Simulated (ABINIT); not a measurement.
# BaTiO3 (Pm-3m): G0W0 with and without spin-orbit coupling

Aim: spinor G0W0 for BaTiO3 (Pm-3m) beside the scalar-relativistic result.

Calculated with ABINIT 10.8.3; PBE and many-body steps on it, plane waves.

**The experiments to reproduce.**

- Gap 3.28 eV: optical gap from first-derivative diffuse reflectance spectrum; UV-vis diffuse reflectance; powder (commercial cubic reference powder, crystallite size 31.8 nm) (“Influence of Rapid Heat Treatment on the Photocatalytic Activity and Stability of Barium Titanates Against a Broad Range of Pollutants”, 2024, pmc:11596716).

- Gap 3.2 eV: optical gap from first-derivative diffuse reflectance spectrum; UV-vis diffuse reflectance; powder (“Influence of Rapid Heat Treatment on the Photocatalytic Activity and Stability of Barium Titanates Against a Broad Range of Pollutants”, 2024, pmc:11596716).

Most raw output is cut from this account.

**1. Set-up**

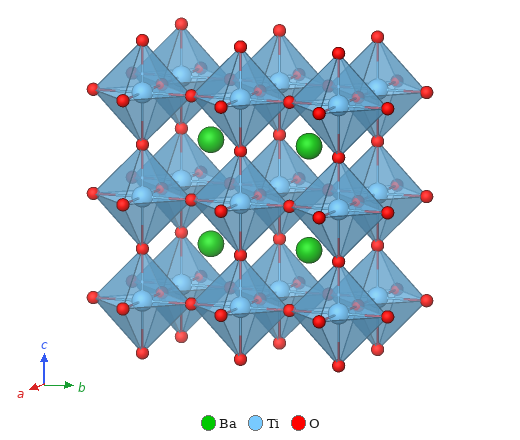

Start, viewed slightly off an axis; barium green, titanium blue, oxygen red. 1×2×2 cells are drawn. Some periodic images of atoms are drawn too.

Structure file:

```cif
data_structure
_symmetry_space_group_name_H-M 'Pm-3m'
_symmetry_Int_Tables_number 221
_cell_length_a 4.0060
_cell_length_b 4.0060
_cell_length_c 4.0060
_cell_angle_alpha 90.000
_cell_angle_beta 90.000
_cell_angle_gamma 90.000
_cell_volume 64.29
loop_
_atom_site_label
_atom_site_type_symbol
_atom_site_symmetry_multiplicity
_atom_site_Wyckoff_symbol
_atom_site_fract_x
_atom_site_fract_y
_atom_site_fract_z
_atom_site_occupancy
Ba1 Ba 1 b 0.50000 0.50000 0.50000 1
Ti1 Ti 1 a 0.00000 0.00000 0.00000 1
O1 O 3 d 0.50000 0.00000 0.00000 1
```

The cell and positions come from the Crystallography Open Database and are kept as given unless a step says otherwise. Spin-orbit coupling is left out unless a step names it.

**2. Empty states on the mesh, 4×4×4 mesh, 93 bands**

This step: ABINIT 10.8.3; DFT, PBE, plane waves, norm-conserving pseudopotentials.

The sums over transitions need many empty states on a uniform mesh; this step solves for them.

File run.abi:

```
acell 3*1.0 Angstrom
rprim 
  4.006000000000 0.000000000000 0.000000000000
  0.000000000000 4.006000000000 0.000000000000
  0.000000000000 0.000000000000 4.006000000000
ntypat 3
znucl 56 22 8
natom 5
typat 1 2 3 3 3
xred 
  0.500000000000 0.500000000000 0.500000000000
  0.000000000000 0.000000000000 0.000000000000
  0.500000000000 0.000000000000 0.000000000000
  0.000000000000 0.500000000000 0.000000000000
  0.000000000000 0.000000000000 0.500000000000
pp_dirpath "pseudos"
pseudos "Ba.upf, Ti.upf, O.upf"
ecut 38
ngkpt 4 4 4
nshiftk 1
shiftk 0 0 0
kptopt 1
chksymbreak 0
iscf -2
irdden 1
istwfk *1
nband 93
nbdbuf 8
tolwfr 1e-09
nstep 60
prtvol 0
indata_prefix "in"
outdata_prefix "out"
tmpdata_prefix "tmp"
```

Started as:

```bash
$ OMP_NUM_THREADS=1 mpirun -n 8 abinit run.abi > log
```

The job ended after 27 s (8 MPI ranks of INTEL XEON PLATINUM 8581C at 2.10GHz (Emerald Rapids), shared host; peak memory 0.66 GiB).

This step gave:

```
gap                                                           : 1.795 eV
k of the valence top                                          : 0.5, 0.5, 0.5
k of the conduction bottom                                    : 0, 0, 0
least direct gap                                              : 1.934 eV
k points computed                                             : 10
lowest point of the top converged band, above the valence top : 48.69 eV
```

On this mesh the gap is 1.795 eV.

The density comes from a self-consistent run that is not shown.

**3. Screening, 4×4×4 mesh, 85 bands, screening to 108.8 eV**

The RPA dielectric matrix is built and inverted for each q.

This step: RPA screening on PBE, plane waves, norm-conserving pseudopotentials.

Edit run.abi of step 2 so:

```diff
@@ -23,10 +23,11 @@
 chksymbreak 0
-iscf -2
-irdden 1
 istwfk *1
-nband 93
-nbdbuf 8
-tolwfr 1e-09
-nstep 60
-prtvol 0
+occopt 1
+irdwfk 1
+optdriver 3
+nband 85
+ecuteps 4
+inclvkb 0
+awtr 1
+symchi 1
 indata_prefix "in"
```

The job ended after 20 s (8 MPI ranks; peak memory 1.5 GiB; 2.6 min of CPU time).

This step gave:

- ε∞ with local fields, on this mesh, along the program's q direction: 7.875
- the same without local fields: 8.344
- plasma frequency: 29.29 eV
- plane waves in the screening matrix: 171

Local fields lower ε∞ by 6 %. On a Γ-centred mesh this coarse the value itself is usually too large, while a short band sum pulls it down.

**4. Scalar-relativistic**

The self-energy is evaluated for the states that the input lists, and the levels follow from it, in one-shot runs by the linearised quasiparticle equation.

This step: G0W0 on PBE, plane waves, norm-conserving pseudopotentials.

Edit run.abi of step 3 so:

```diff
@@ -26,8 +26,21 @@
 irdwfk 1
-optdriver 3
+optdriver 4
 nband 85
+gwcalctyp 0
+ecutsigx 38
+symsigma 1
+nkptgw 4
+kptgw 
+  0.5000000000 0.5000000000 0.5000000000
+  0.0000000000 0.0000000000 0.0000000000
+  0.5000000000 0.0000000000 0.0000000000
+  0.5000000000 0.5000000000 0.0000000000
+bdgw 
+  18 23
+  18 23
+  19 23
+  18 22
 ecuteps 4
-inclvkb 0
-awtr 1
-symchi 1
+irdscr 1
+ppmodel 1
 indata_prefix "in"
```

Run time: 9.9 s. Hardware: 8 MPI ranks; peak memory 1.4 GiB.

Numbers from this step:

| Property | Result |
| --- | --- |
| G0W0 gap on the mesh | 3.218 eV |
| starting gap on the mesh | 1.795 eV |
| k of the valence top | 0.5, 0.5, 0.5 |
| k of the conduction bottom | 0, 0, 0 |
| Z at the valence top | 0.763 |
| Z at the conduction bottom | 0.779 |
| least direct G0W0 gap on the computed points | 3.364 eV |

The gap on the mesh goes from 1.79 eV to 3.22 eV, a correction of +1.42 eV.

**5. Empty states on the mesh, 4×4×4 mesh, 186 bands**

This step: DFT, PBE with spin-orbit coupling, plane waves, norm-conserving pseudopotentials.

Edit run.abi of step 4 so:

```diff
@@ -18,2 +18,3 @@
 ecut 38
+nspinor 2
 ngkpt 4 4 4
@@ -23,24 +24,10 @@
 chksymbreak 0
+iscf -2
+irdden 1
 istwfk *1
-occopt 1
-irdwfk 1
-optdriver 4
-nband 85
-gwcalctyp 0
-ecutsigx 38
-symsigma 1
-nkptgw 4
-kptgw 
-  0.5000000000 0.5000000000 0.5000000000
-  0.0000000000 0.0000000000 0.0000000000
-  0.5000000000 0.0000000000 0.0000000000
-  0.5000000000 0.5000000000 0.0000000000
-bdgw 
-  18 23
-  18 23
-  19 23
-  18 22
-ecuteps 4
-irdscr 1
-ppmodel 1
+nband 186
+nbdbuf 16
+tolwfr 1e-09
+nstep 60
+prtvol 0
 indata_prefix "in"
```

It took 3.7 min on 8 MPI ranks; peak memory 1 GiB.

This step gave:

- gap: 1.762 eV
- k of the valence top: 0.5, 0.5, 0.5
- k of the conduction bottom: 0, 0, 0
- least direct gap: 1.859 eV
- k points computed: 10
- lowest point of the top converged band, above the valence top: 48.59 eV

On this mesh the gap is 1.762 eV.

The density comes from a self-consistent run that is not shown, made with spin-orbit coupling and fully relativistic files.

**6. Screening, 4×4×4 mesh, 170 bands, screening to 108.8 eV**

This step: RPA screening on PBE with spin-orbit coupling, plane waves, norm-conserving pseudopotentials.

Edit run.abi of step 5 so:

```diff
@@ -24,10 +24,11 @@
 chksymbreak 0
-iscf -2
-irdden 1
 istwfk *1
-nband 186
-nbdbuf 16
-tolwfr 1e-09
-nstep 60
-prtvol 0
+occopt 1
+irdwfk 1
+optdriver 3
+nband 170
+ecuteps 4
+inclvkb 0
+awtr 1
+symchi 1
 indata_prefix "in"
```

The job ended after 2.8 min (8 MPI ranks; peak memory 4.1 GiB).

Numbers from this step:

```yaml
eps_infinity_with_local_fields_on_this_mesh_along_the_program_s_q_direction: 7.930
the_same_without_local_fields: 8.401
plasma_frequency: 29.29 eV
plane_waves_in_the_screening_matrix: 171
```

**7. With spin-orbit coupling**

This step: G0W0 on PBE with spin-orbit coupling, plane waves, norm-conserving pseudopotentials.

Edit run.abi of step 6 so:

```diff
@@ -27,8 +27,21 @@
 irdwfk 1
-optdriver 3
+optdriver 4
 nband 170
+gwcalctyp 0
+ecutsigx 38
+symsigma 0
+nkptgw 4
+kptgw 
+  0.5000000000 0.5000000000 0.5000000000
+  0.0000000000 0.0000000000 0.0000000000
+  0.5000000000 0.0000000000 0.0000000000
+  0.5000000000 0.5000000000 0.0000000000
+bdgw 
+  37 44
+  37 44
+  37 44
+  37 44
 ecuteps 4
-inclvkb 0
-awtr 1
-symchi 1
+irdscr 1
+ppmodel 1
 indata_prefix "in"
```

It took 3.1 min on 8 MPI ranks; peak memory 3.5 GiB; 25 min of CPU time.

Numbers from this step:

```
G0W0 gap on the mesh                         : 3.176 eV
starting gap on the mesh                     : 1.762 eV
k of the valence top                         : 0.5, 0.5, 0.5
k of the conduction bottom                   : 0, 0, 0
Z at the valence top                         : 0.763
Z at the conduction bottom                   : 0.779
least direct G0W0 gap on the computed points : 3.280 eV
```

Against G0W0 in ABINIT (4×4×4 mesh, 85 bands, screening to 108.8 eV, Godby-Needs plasmon pole), the gap moves by −0.042 eV.

**8. Side by side**

Times are wall times on 8 MPI ranks of INTEL XEON PLATINUM 8581C at 2.10GHz (Emerald Rapids), shared host, good to a factor of about two. A run's time includes the screening step that it read.

| run | mesh | bands | screening cutoff (eV) | DFT gap (eV) | gap on the mesh (eV) | direct (eV) | ε∞ used | time |
| --- | --- | --- | --- | --- | --- | --- | --- | --- |
| scalar-relativistic | 4×4×4 | 85 | 108.8 | 1.795 | 3.218 | 3.364 | 7.87 | 30 s |
| with spin-orbit coupling | 4×4×4 | 170 | 108.8 | 1.762 | 3.176 | 3.280 | 7.93 | 5.9 min |

**9. What came out**

```yaml
scalar_relativistic: 3.218 eV
with_spin_orbit_coupling: 3.176 eV
known_limits: not at the basis limit; screening head approximate; no spin-orbit coupling in some runs; coarse k mesh
```

What this shows: With spin-orbit coupling: −0.042 eV against scalar-relativistic, −0.033 eV of it in the start. Against experiment, by with spin-orbit coupling: the gap of 3.18 eV lies −0.10 eV from the measured 3.28 eV (optical, 2024); the gap of 3.18 eV lies −0.02 eV from the measured 3.2 eV (optical, 2024). An exciton line or allowed optical edge lies below the quasiparticle gap by the binding energy; a forbidden edge can push the onset above it. These are gaps on the mesh, at modest bands and cutoff. The calculation has static nuclei and no excitons; a measured gap holds zero-point and thermal motion, which mostly lowers it. Bands and cutoff are finite, so the gap is not at the basis limit. The miss can reach some tenths of an eV and take either sign; the mesh is an error of its own. The 4×4×4 mesh is coarse for this cell, which bears on the long-range parts of exchange and screening. This is the ideal cubic cell; many perovskites, halides above all, are cubic only on average, and local tilts or off-centring can widen the gap. The long-wavelength limit of the screening leaves out the non-local commutator, which shifts ε∞.

[Paths, hosts, dates, memory and timing lines, banners, echoed tables and standing remarks are left out of the program output.]

[Logs are printed without paths, hosts, clocks, repeated set-up lines and the standing remarks that a program may print on its own settings, such as how far it seeks lower states.]

[Runs of the session that timed out or met a known fault of the program may be left out.]

[Hosts, paths, dates, database ids (printed as entryN), source tags and the programs' standing remarks are cut or masked in the printed files.]

[G0W0 gaps are taken among the corrected bands and points alone; a level outside them can change the order at an edge.]

[Where Ansatz stands beside ABINIT at settings called matched, ABINIT's density can come from a denser mesh and the files from another edition; pairs whose starting gaps differed by over 0.03 eV were left out, so agreement reads better than it is.]
